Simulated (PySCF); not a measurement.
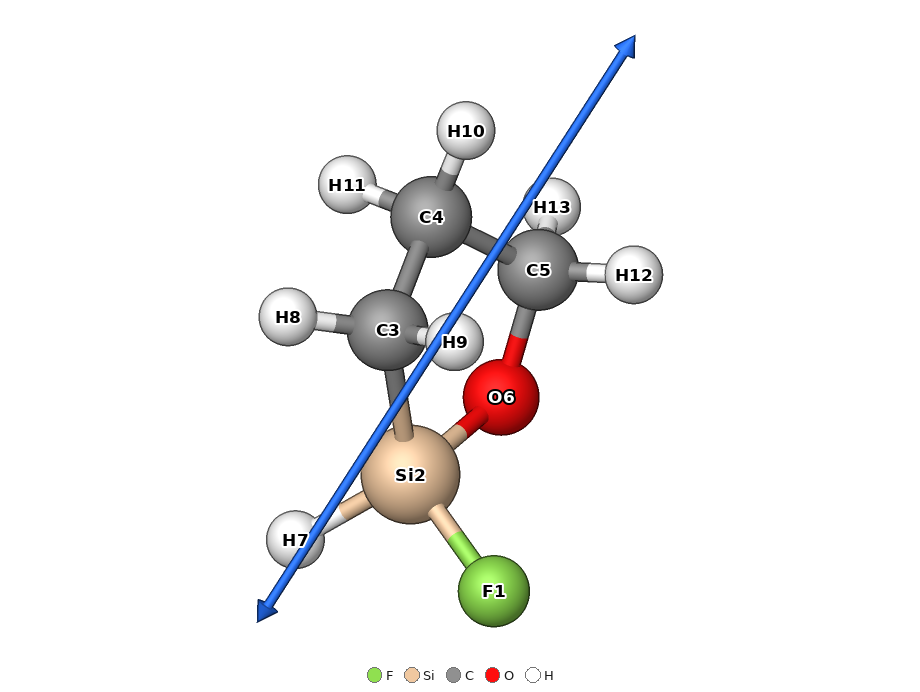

The double arrow shows the direction of the transition dipole to excited singlet state 7 (its length means nothing). The geometry was computed by an optimisation with PBE0-D3(BJ)/def2-SVP. No frequency run is at hand to confirm it as a minimum. Level of theory: TDDFT CAM-B3LYP/def2-SVPD, vertical, gas phase, core orbitals frozen in the response (PySCF 2.14.0).

Where does the transition lie, and how strong is it?

8.89 eV (139 nm), oscillator strength 0.084, of mixed character, with the largest part HOMO−2 → LUMO (weight 0.31); transition dipole 1.58 D.
